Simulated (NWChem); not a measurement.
# [NO2]− (nitrite) at LRC-wPBEh/STO-3G

What is the adiabatic singlet–triplet gap of [NO2]− (nitrite) at LRC-wPBEh/STO-3G? 

Program for the calculation: NWChem 7.3.0.

1 further run of the same task is left out (set aside as unsound or not needed).

**1. Starting point**

[NO2]−: 3 atoms, total charge -1, spin state singlet. As SMILES, `O=N[O-]`. The coordinates come from a GFN2-xTB relaxation. The run starts from this shape.

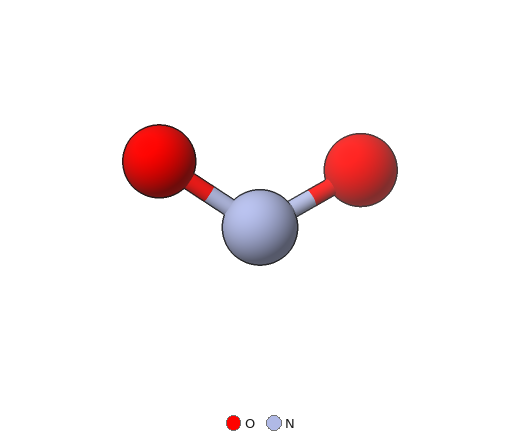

Viewed from a chosen angle; oxygen red, nitrogen light blue.

**2. A geometry optimisation at LRC-wPBEh/STO-3G**

Input file mol.nw:

```
start mol
memory total 2200 mb
charge -1

geometry
  zmatrix
    O
    N 1 r2
    O 2 r3 1 a3
  variables
    r2 1.27185
    r3 1.271943
    a3 117.29272
  end
end

basis "ao basis" spherical
  O library STO-3G
  N library STO-3G
end

dft
  xc xwpbe 0.80 cpbe96 1.0 hfexch 1.00
  cam 0.2 cam_alpha 0.20 cam_beta 0.80
  grid coarse
  direct
  print low
end

driver
  maxiter 50
end

freq
  temp 1 600
end

task dft optimize
task dft frequencies
```

Run with:

```console
$ nwchem mol.nw > mol.out
```

What it wrote:

```text
[...]
 Group name             C2v
[...]
 d= 0,ls=0.0,diis     1   -201.8332010926 -2.64D+02  1.02D-01  1.05D+00     0.1
[...]
         Total DFT energy =     -201.987452818764
[...]
@    0    -201.98745282  0.0D+00  0.09534  0.07823  0.00000  0.00000      0.4
[...]
         Total DFT energy =     -201.992643564812
[...]
@    1    -201.99912763 -1.2D-02  0.00423  0.00381  0.04654  0.09538      0.9
[...]
@    2    -201.99916749 -4.0D-05  0.00173  0.00143  0.00531  0.00975      1.4
[...]
@    3    -201.99917301 -5.5D-06  0.00001  0.00001  0.00108  0.00250      1.7
[...]
@    4    -201.99917301 -1.2D-09  0.00000  0.00000  0.00001  0.00001      1.8
[...]
      Optimization converged
[...]
@    4    -201.99917301 -1.2D-09  0.00000  0.00000  0.00001  0.00001      1.8
[...]
         Total DFT energy =     -201.999173008093
[...]
         Total DFT energy =     -201.999173008757
[...]
         Total DFT energy =     -201.999162154325
[...]
 d= 0,ls=0.0,diis     5   -201.9991621702 -6.20D-09  6.95D-06  2.00D-08     5.5
         Total DFT energy =     -201.999162170160
      One electron energy =     -407.360328328638
           Coulomb energy =      170.227845649067
    Exchange-Corr. energy =      -24.488925280723
 Nuclear repulsion energy =       59.622245790134
[...]
                         DFT ENERGY GRADIENTS
    atom               coordinates                        gradient
                 x          y          z           x          y          z
   1 O       2.104972   0.000000   0.428070    0.000063  -0.000000  -0.000624
   2 N       0.000000   0.000000  -0.964889   -0.002358   0.000000   0.002798
   3 O      -2.104972   0.000000   0.418070    0.002295  -0.000000  -0.002174
[...]
 Zero-Point correction to Energy  =    5.138 kcal/mol  (  0.008187 au)
 Thermal correction to Energy     =    9.427 kcal/mol  (  0.015023 au)
 Thermal correction to Enthalpy   =   10.619 kcal/mol  (  0.016923 au)
 Total Entropy                    =   63.954 cal/mol-K
   - Translational                =   40.859 cal/mol-K (mol. weight =  45.9929)
   - Rotational                   =   21.390 cal/mol-K (symmetry #  =        2)
   - Vibrational                  =    1.706 cal/mol-K
 Cv (constant volume heat capacity) =    9.121 cal/mol-K
   - Translational                  =    2.979 cal/mol-K
   - Rotational                     =    2.979 cal/mol-K
   - Vibrational                    =    3.162 cal/mol-K
[...]
 Normal Eigenvalue ||           Projected Infra Red Intensities
  Mode   [cm**-1]  || [atomic units] [(debye/angs)**2] [(KM/mol)] [arbitrary]
 ------ ---------- || -------------- ----------------- ---------- -----------
    1       -0.000 ||    0.018659           0.430        18.189       9.658
    2        0.000 ||    0.006742           0.156         6.573       3.490
    3        0.000 ||    0.008423           0.194         8.211       4.360
    4        0.000 ||    0.006742           0.156         6.573       3.490
    5        0.000 ||    0.009339           0.215         9.104       4.834
    6        0.000 ||    0.015492           0.357        15.102       8.019
    7      723.483 ||    0.006172           0.142         6.016       3.195
    8     1399.838 ||    0.002222           0.051         2.166       1.150
    9     1472.199 ||    0.100081           2.309        97.564      51.804
 ----------------------------------------------------------------------------
[...]
```

Run time: 6.3 s. Hardware: 1 thread of Intel Xeon Platinum 8375C at 2.90GHz (Ice Lake), shared host; peak memory 0.1 GiB.

Step by step:

```csv
step,energy from the first frame kept (eV)
0,0.0000
1,-0.3177
2,-0.3188
3,-0.3189
4,-0.3189
```

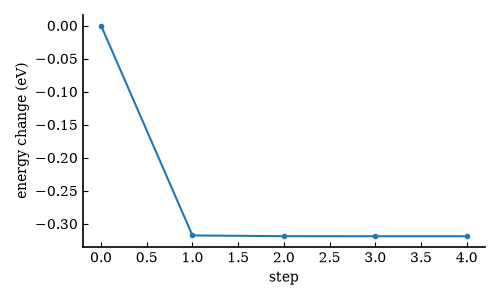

Energy along the run.

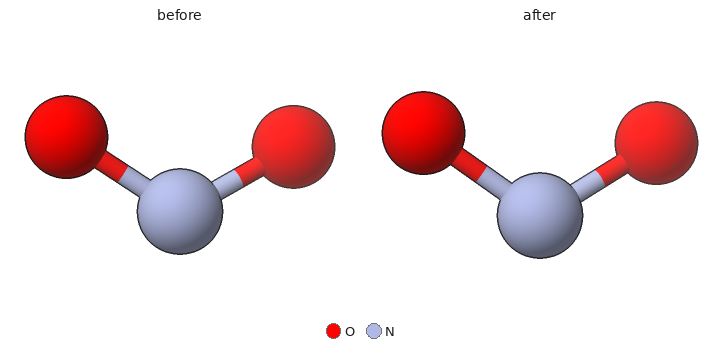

Before and after, at one scale.

After the run. Bond lengths: O1–N2 1.336 Å, N2–O3 1.336 Å. Angles: O1–N2–O3 113.0°.

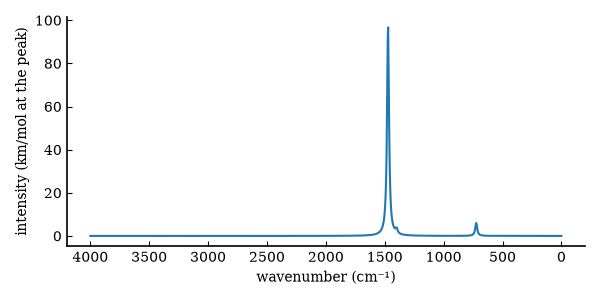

Harmonic infrared spectrum, unscaled, lines broadened by 10 cm⁻¹.

**3. The triplet, same level**

Input file test.nw:

```
start test
title "NO2 LRC-wPBEh"
memory total 2200 mb
charge -1
geometry units bohr noautosym
O   0.62795599  1.91854445  0.55809282
N   0.62402536 -0.47003158  0.29116900
O  -1.25198135 -1.44851287 -0.84926182
end
basis spherical
O library STO-3G
N library STO-3G
end
dft
xc xwpbe 0.80 cpbe96 1.0 hfexch 1.00
cam 0.2 cam_alpha 0.20 cam_beta 0.80
mult 3
grid coarse
direct
iterations 150
print low
end
driver
maxiter 50
end
freq
temp 1 600
end
task dft optimize
task dft frequencies
```

Run with:

```console
$ nwchem test.nw > test.out
```

What it wrote:

```text
[...]
 d= 0,ls=0.0,diis     1   -201.8461492144 -2.64D+02  3.07D-02  1.02D-01     0.2
[...]
         Total DFT energy =     -201.926180295309
[...]
@    0    -201.92618030  0.0D+00  0.14608  0.12206  0.00000  0.00000      0.8
[...]
         Total DFT energy =     -201.942409492635
[...]
@    1    -201.95268765 -2.7D-02  0.00656  0.00592  0.10273  0.18434      1.9
[...]
@    2    -201.95292802 -2.4D-04  0.00114  0.00097  0.01366  0.02369      2.6
[...]
@    3    -201.95293058 -2.6D-06  0.00028  0.00023  0.00099  0.00185      2.9
[...]
@    4    -201.95293075 -1.7D-07  0.00002  0.00001  0.00032  0.00061      3.3
[...]
      Optimization converged
[...]
@    4    -201.95293075 -1.7D-07  0.00002  0.00001  0.00032  0.00061      3.3
[...]
         Total DFT energy =     -201.952922586151
[...]
         Total DFT energy =     -201.952922654687
[...]
         Total DFT energy =     -201.952925598802
[...]
 d= 0,ls=0.0,diis     9   -201.9529257516 -4.53D-09  1.05D-06  1.70D-11    13.6
[...]
         Total DFT energy =     -201.952925751631
      One electron energy =     -403.467043607727
           Coulomb energy =      168.350602782123
    Exchange-Corr. energy =      -24.489627987997
 Nuclear repulsion energy =       57.653143061970
[...]
      <S2> =      2.0064 (Exact =     2.0000)
[...]
                         DFT ENERGY GRADIENTS
    atom               coordinates                        gradient
                 x          y          z           x          y          z
   1 O       0.770964   2.068451   0.653376    0.000090   0.000578   0.000114
   2 N       0.621840  -0.468490   0.290138    0.001510   0.000484   0.000892
   3 O      -1.311409  -1.661269  -0.915535   -0.001600  -0.001063  -0.001006
[...]
 Zero-Point correction to Energy  =    4.350 kcal/mol  (  0.006931 au)
 Thermal correction to Energy     =    8.863 kcal/mol  (  0.014123 au)
 Thermal correction to Enthalpy   =   10.054 kcal/mol  (  0.016023 au)
 Total Entropy                    =   65.924 cal/mol-K
   - Translational                =   40.859 cal/mol-K (mol. weight =  45.9929)
   - Rotational                   =   22.719 cal/mol-K (symmetry #  =        1)
   - Vibrational                  =    2.346 cal/mol-K
 Cv (constant volume heat capacity) =    9.665 cal/mol-K
   - Translational                  =    2.979 cal/mol-K
   - Rotational                     =    2.979 cal/mol-K
   - Vibrational                    =    3.706 cal/mol-K
[...]
 Normal Eigenvalue ||           Projected Infra Red Intensities
  Mode   [cm**-1]  || [atomic units] [(debye/angs)**2] [(KM/mol)] [arbitrary]
 ------ ---------- || -------------- ----------------- ---------- -----------
    1       -0.000 ||    0.014818           0.342        14.446      15.831
    2       -0.000 ||    0.007417           0.171         7.230       7.924
    3       -0.000 ||    0.007362           0.170         7.177       7.865
    4        0.000 ||    0.008119           0.187         7.915       8.674
    5        0.000 ||    0.009754           0.225         9.509      10.421
    6        0.000 ||    0.019061           0.440        18.582      20.364
    7      578.747 ||    0.000499           0.012         0.486       0.533
    8     1195.652 ||    0.001023           0.024         0.997       1.093
    9     1269.579 ||    0.016188           0.373        15.781      17.295
 ----------------------------------------------------------------------------
[...]
```

Wall time 14 s (1 thread of Intel Xeon Platinum 8375C at 2.90GHz (Ice Lake), shared host); peak memory 0.11 GiB.

The path in brief:

```csv
step,energy from the first frame kept (eV)
0,0.0000
1,-0.7213
2,-0.7278
3,-0.7279
4,-0.7279
```

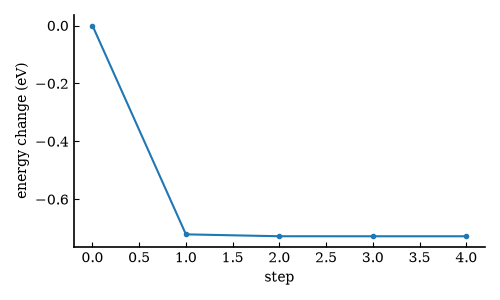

Energy along the run.

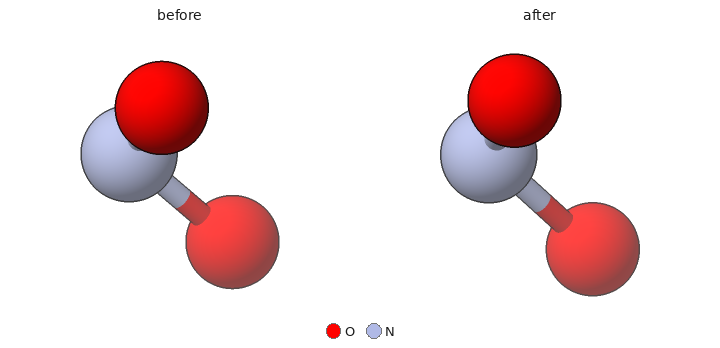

Before and after, at one scale.

After the run. Bond lengths: O1–N2 1.358 Å, N2–O3 1.358 Å. Angles: O1–N2–O3 124.7°.

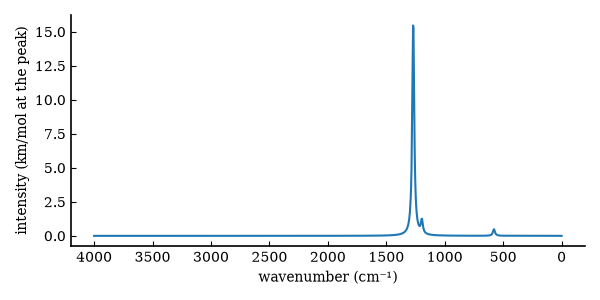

Harmonic infrared spectrum, unscaled, lines broadened by 10 cm⁻¹.

**4. Summary of results**

Level: LRC-wPBEh/STO-3G.

| quantity | value |
| --- | --- |
| singlet: total energy at the end | -201.99916 Eh |
| singlet: lowest harmonic wavenumber | 723 cm⁻¹ |
| singlet: highest harmonic wavenumber | 1472 cm⁻¹ |
| singlet: zero-point energy | 21.5 kJ/mol |
| singlet: ideal-gas entropy at 600 K (symmetry number 2 as used) | 64.0 cal/(mol K) |
| triplet: total energy at the end | -201.95293 Eh |
| triplet: ⟨S²⟩ | 2.006 |
| triplet: lowest harmonic wavenumber | 579 cm⁻¹ |
| triplet: highest harmonic wavenumber | 1270 cm⁻¹ |
| triplet: zero-point energy | 18.2 kJ/mol |
| adiabatic energy of the triplet above the singlet (no zero-point term) | 1.258 eV |

The program (triplet) took a symmetry number of 1 where this shape has 2, so the entropy in its output is too high by R ln(2/1) = 1.38 cal/(mol K). The adiabatic energy of the triplet above the singlet (no zero-point term) is 1.26 eV (29 kcal/mol). In a minimal basis such a difference can be off by several eV, whatever the method. All 3 modes (singlet) are real, so the shape is a minimum at this level. The optimisation (singlet) took 5 steps and changed the energy by -0.319 eV. All 3 modes (triplet) are real, so the shape is a minimum at this level.
